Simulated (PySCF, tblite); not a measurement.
# C₄H₂F₃S₂+: a rotation path, then NMR shifts on frames, part 2 of 2

tblite 0.8.0 and PySCF 2.14.0. Atoms count from 0.

### Step 5. Nuclear shieldings: image 4, PBE0/pcSseg-1

The job: settings as JSON, then the geometry in Å.

```
{"job": {"kind": "nmr", "xc": "PBE0", "basis": "pcSseg-1", "pop": false}, "charge": 1, "multiplicity": 1}
F     -2.075200    -1.423100     0.399300
C     -1.737500    -0.193300     0.018500
F     -2.288100     0.669500     0.865700
F     -2.246100     0.025200    -1.188900
C     -0.225800    -0.051900     0.004900
C      0.434100     1.078800    -0.336400
S      2.142300     1.004100    -0.268800
C      2.183200    -0.596200     0.242700
S      0.734800    -1.411300     0.463300
H     -0.039100     1.996600    -0.648400
H      3.122700    -1.095800     0.422000
```

Method: GIAO PBE0/pcSseg-1 NMR shielding, non-relativistic, gas phase.

The log of the run:

```text
coarse grid: 12096 points
cycle   1  E = -1248.2074905951  dE =  2.210e+00  |g| = 9.055e-01  |ddm| = 3.628e+00
cycle   2  E = -1248.0691251604  dE =  1.384e-01  |g| = 1.357e+00  |ddm| = 1.381e+00
cycle   3  E = -1248.3531209686  dE = -2.840e-01  |g| = 1.038e-01  |ddm| = 7.932e-01
cycle   4  E = -1248.3544410198  dE = -1.320e-03  |g| = 6.612e-02  |ddm| = 1.513e-01
cycle   5  E = -1248.3555064163  dE = -1.065e-03  |g| = 1.952e-02  |ddm| = 7.893e-02
cycle   6  E = -1248.3555974976  dE = -9.108e-05  |g| = 4.322e-03  |ddm| = 2.397e-02
cycle   7  E = -1248.3556021623  dE = -4.665e-06  |g| = 1.642e-03  |ddm| = 6.083e-03
final grid: 113880 points
cycle   8  E = -1248.4334546763  dE = -2.626e-05  |g| = 1.180e-02  |ddm| = 3.200e-02
cycle   9  E = -1248.4334023723  dE =  5.230e-05  |g| = 1.886e-02  |ddm| = 2.729e-02
cycle  10  E = -1248.4334870567  dE = -8.468e-05  |g| = 1.653e-03  |ddm| = 1.750e-02
cycle  11  E = -1248.4334877325  dE = -6.758e-07  |g| = 5.584e-04  |ddm| = 2.007e-03
cycle  12  E = -1248.4334878128  dE = -8.025e-08  |g| = 1.291e-04  |ddm| = 6.299e-04
cycle  13  E = -1248.4334878160  dE = -3.164e-09  |g| = 3.497e-05  |ddm| = 1.381e-04
cycle  14  E = -1248.4334878161  dE = -1.928e-10  |g| = 1.242e-05  |ddm| = 3.305e-05
converged SCF energy = -1248.4334878161

GIAO shielding tensors (ppm)
atom      isotropic    diamagn.    paramagn.     s11        s22        s33       span
  0 F      245.563     470.977    -225.414    192.567    200.788    343.334    150.767
  1 C       60.008     235.748    -175.740     44.429     65.792     69.802     25.373
  2 F      226.373     471.133    -244.761    160.491    206.404    312.223    151.732
  3 F      227.493     471.093    -243.601    161.809    207.972    312.697    150.888
  4 C       19.334     268.935    -249.600    -50.004      9.551     98.457    148.461
  5 C       33.070     255.342    -222.273    -54.617     11.397    142.429    197.046
  6 S       58.169    1054.469    -996.300   -178.172     48.832    303.847    482.019
  7 C       -9.567     266.465    -276.032   -137.773    -34.202    143.274    281.047
  8 S       69.881    1055.277    -985.396   -187.890     55.902    341.631    529.521
  9 H       22.161      29.091      -6.931     18.145     22.604     25.733      7.588
 10 H       21.094      27.250      -6.157     18.575     21.299     23.407      4.831
```

Run time: 20 s. Hardware: 1 thread of Arm Neoverse V1, shared host; peak memory 0.83 GiB.

This run: δ C7 196.5, C4 167.6, C5 153.9, C1 126.9, H10 10.62, H9 9.56 ppm.

### Step 6. NMR shieldings: image 6, PBE0/pcSseg-1

The job: settings as JSON, then the geometry in Å.

```
{"job": {"kind": "nmr", "xc": "PBE0", "basis": "pcSseg-1", "pop": false}, "charge": 1, "multiplicity": 1}
F     -2.100900    -1.222100     0.758700
C     -1.737300    -0.199000    -0.010900
F     -2.322700     0.899900     0.445100
F     -2.184100    -0.434000    -1.242100
C     -0.225700    -0.052500    -0.003400
C      0.430900     1.118000    -0.170400
S      2.139500     1.040200    -0.112500
C      2.186000    -0.619100     0.149200
S      0.740400    -1.463800     0.239000
H     -0.048200     2.070700    -0.333800
H      3.127700    -1.135600     0.255300
```

Level: GIAO PBE0/pcSseg-1 NMR shielding, non-relativistic, gas phase.

The log of the run:

```text
coarse grid: 12096 points
cycle   1  E = -1248.2081967966  dE =  2.209e+00  |g| = 9.056e-01  |ddm| = 3.627e+00
cycle   2  E = -1248.0702884207  dE =  1.379e-01  |g| = 1.357e+00  |ddm| = 1.372e+00
cycle   3  E = -1248.3539644611  dE = -2.837e-01  |g| = 1.034e-01  |ddm| = 7.882e-01
cycle   4  E = -1248.3552710659  dE = -1.307e-03  |g| = 6.617e-02  |ddm| = 1.518e-01
cycle   5  E = -1248.3563370923  dE = -1.066e-03  |g| = 1.968e-02  |ddm| = 7.947e-02
cycle   6  E = -1248.3564293154  dE = -9.222e-05  |g| = 4.475e-03  |ddm| = 2.416e-02
cycle   7  E = -1248.3564342742  dE = -4.959e-06  |g| = 1.672e-03  |ddm| = 6.073e-03
final grid: 113880 points
cycle   8  E = -1248.4337555037  dE = -2.579e-05  |g| = 1.180e-02  |ddm| = 3.307e-02
cycle   9  E = -1248.4337019286  dE =  5.358e-05  |g| = 1.898e-02  |ddm| = 2.707e-02
cycle  10  E = -1248.4337877876  dE = -8.586e-05  |g| = 1.730e-03  |ddm| = 1.741e-02
cycle  11  E = -1248.4337885430  dE = -7.554e-07  |g| = 5.393e-04  |ddm| = 2.063e-03
cycle  12  E = -1248.4337886173  dE = -7.428e-08  |g| = 1.249e-04  |ddm| = 6.074e-04
cycle  13  E = -1248.4337886202  dE = -2.951e-09  |g| = 3.176e-05  |ddm| = 1.313e-04
cycle  14  E = -1248.4337886204  dE = -1.705e-10  |g| = 1.177e-05  |ddm| = 3.324e-05
converged SCF energy = -1248.4337886204

GIAO shielding tensors (ppm)
atom      isotropic    diamagn.    paramagn.     s11        s22        s33       span
  0 F      236.546     470.961    -234.415    176.671    202.022    330.944    154.274
  1 C       59.938     235.701    -175.763     44.544     64.551     70.720     26.176
  2 F      242.597     471.519    -228.922    182.827    214.140    330.824    147.997
  3 F      221.324     470.458    -249.135    146.661    213.822    303.488    156.826
  4 C       20.148     269.192    -249.044    -49.346      9.089    100.700    150.046
  5 C       33.734     255.396    -221.662    -52.107     12.907    140.401    192.509
  6 S       67.615    1054.474    -986.859   -175.296     59.358    318.783    494.079
  7 C      -11.369     266.397    -277.766   -139.608    -35.574    141.075    280.683
  8 S       70.577    1055.175    -984.598   -187.723     49.873    349.581    537.304
  9 H       22.180      29.324      -7.144     17.946     22.765     25.829      7.883
 10 H       21.021      27.208      -6.187     18.514     21.177     23.373      4.859
```

Wall time 21 s (1 thread of Arm Neoverse V1, shared host); peak memory 0.83 GiB.

Key values: δ C7 198.3, C4 166.8, C5 153.2, C1 127.0, H10 10.70, H9 9.54 ppm.

### Step 7. Nuclear shieldings: image 8, PBE0/pcSseg-1

The job: settings as JSON, then the geometry in Å.

```
{"job": {"kind": "nmr", "xc": "PBE0", "basis": "pcSseg-1", "pop": false}, "charge": 1, "multiplicity": 1}
F     -2.167500    -0.870100     1.023600
C     -1.738900    -0.199900    -0.044100
F     -2.328000     0.987300    -0.060100
F     -2.117100    -0.874300    -1.127900
C     -0.225600    -0.055300    -0.009200
C      0.428100     1.128700     0.011300
S      2.138000     1.052300     0.051200
C      2.191300    -0.626700     0.047600
S      0.750300    -1.483000     0.009300
H     -0.061200     2.090800     0.002600
H      3.136100    -1.147100     0.069800
```

Level: GIAO PBE0/pcSseg-1 NMR shielding, non-relativistic, gas phase.

The log of the run:

```text
coarse grid: 12096 points
cycle   1  E = -1248.2084245347  dE =  2.202e+00  |g| = 9.063e-01  |ddm| = 3.627e+00
cycle   2  E = -1248.0702129974  dE =  1.382e-01  |g| = 1.358e+00  |ddm| = 1.360e+00
cycle   3  E = -1248.3545428438  dE = -2.843e-01  |g| = 1.033e-01  |ddm| = 7.815e-01
cycle   4  E = -1248.3558387937  dE = -1.296e-03  |g| = 6.645e-02  |ddm| = 1.524e-01
cycle   5  E = -1248.3569124186  dE = -1.074e-03  |g| = 1.995e-02  |ddm| = 8.015e-02
cycle   6  E = -1248.3570067655  dE = -9.435e-05  |g| = 4.701e-03  |ddm| = 2.443e-02
cycle   7  E = -1248.3570121953  dE = -5.430e-06  |g| = 1.712e-03  |ddm| = 6.071e-03
final grid: 113880 points
cycle   8  E = -1248.4341589701  dE = -2.576e-05  |g| = 1.191e-02  |ddm| = 3.301e-02
cycle   9  E = -1248.4341037123  dE =  5.526e-05  |g| = 1.923e-02  |ddm| = 2.693e-02
cycle  10  E = -1248.4341917225  dE = -8.801e-05  |g| = 1.786e-03  |ddm| = 1.735e-02
cycle  11  E = -1248.4341925345  dE = -8.120e-07  |g| = 5.378e-04  |ddm| = 2.106e-03
cycle  12  E = -1248.4341926080  dE = -7.357e-08  |g| = 1.240e-04  |ddm| = 5.983e-04
cycle  13  E = -1248.4341926109  dE = -2.888e-09  |g| = 3.176e-05  |ddm| = 1.257e-04
cycle  14  E = -1248.4341926111  dE = -1.835e-10  |g| = 1.310e-05  |ddm| = 3.608e-05
converged SCF energy = -1248.4341926111

GIAO shielding tensors (ppm)
atom      isotropic    diamagn.    paramagn.     s11        s22        s33       span
  0 F      224.422     470.621    -246.199    153.073    210.599    309.595    156.522
  1 C       59.753     235.754    -176.001     44.480     63.731     71.048     26.569
  2 F      253.824     471.459    -217.635    190.616    229.688    341.168    150.552
  3 F      224.813     470.604    -245.791    153.660    210.827    309.953    156.294
  4 C       20.986     269.529    -248.542    -49.340      9.211    103.089    152.428
  5 C       34.201     255.419    -221.218    -49.670     14.318    137.954    187.624
  6 S       78.250    1054.487    -976.237   -171.755     69.961    336.544    508.299
  7 C      -13.174     266.326    -279.500   -141.491    -36.898    138.868    280.359
  8 S       71.890    1055.010    -983.120   -186.586     44.992    357.263    543.849
  9 H       22.182      29.567      -7.384     17.684     22.892     25.971      8.288
 10 H       20.955      27.173      -6.218     18.453     21.055     23.356      4.904
```

Wall time 22 s (1 thread of Arm Neoverse V1, shared host); peak memory 0.83 GiB.

In short: δ C7 200.1, C4 165.9, C5 152.7, C1 127.2, H10 10.76, H9 9.53 ppm.

### Step 8. Comparing the runs: NMR shifts

Shifts (ppm) of some atoms, chosen among heavy atoms and hydrogens apart, with basis size and wall time:

```csv
frame,C7,H10,H9,F0,F2,F3,S6,functions,time
image 0,200.1,10.76,9.55,-53.6,-53.8,-82.9,425,177,27 s
image 2,198.4,10.70,9.54,-65.7,-49.5,-72.7,436,177,21 s
image 4,196.5,10.62,9.56,-74.6,-55.4,-56.5,446,177,20 s
image 6,198.3,10.70,9.54,-65.6,-71.7,-50.4,436,177,21 s
image 8,200.1,10.76,9.53,-53.5,-82.9,-53.9,425,177,22 s
```

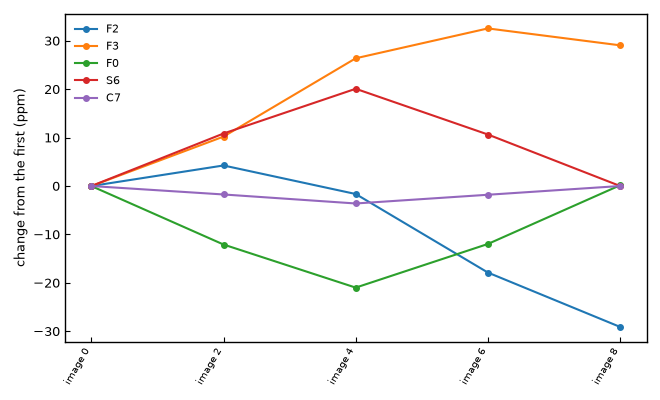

How five of the tabulated atoms move from run to run.

### Step 9. Results

The summary covers parts 1 to 2.

| quantity | value |
| --- | --- |
| barrier | 0.007 eV (0.2 kcal/mol) at image 4 |
| end to end (GFN2-xTB) | 0.000 eV |
| 13C shifts against TMS (PBE0/pcSseg-1, image 0) | 200.1, 166.1, 152.7, 127.2 ppm |
| 1H shifts against TMS (PBE0/pcSseg-1, image 0) | 10.76, 9.55 ppm |
| 19F shifts against CFCl3 (PBE0/pcSseg-1, image 0) | -53.6, -53.8, -82.9 ppm |
| 33S shifts against CS2 (PBE0/pcSseg-1, image 0) | 431, 425 ppm |
| range of the shift of F2 | -82.9 to -49.5 ppm |

In words: Along the band the dihedral turns by 119°, and the top (dihedral 0°) lies 0.2 kcal/mol above the start (GFN2-xTB, rough), so at room temperature this motion is fast. The top was not checked by a frequency run. Shifts at one fixed geometry are not the observed spectrum, which averages over the motion. In the first frame run (image 0): The largest span, 545 ppm, is at S8, where the paramagnetic term is -983 ppm. NICS(1)zz of -27 ppm above the planar ring from C4 marks a diatropic (aromatic) ring current. At PBE0/pcSseg-1, counted by nearest atom on the grid, the HOMO lies on C4, C5 about 27 % each; C7 23 %, the LUMO on C7 36 %; S6, S8 about 24 % each. Across the 5 runs the shift of F2 moves most, between -82.9 (image 8) and -49.5 ppm (image 2).
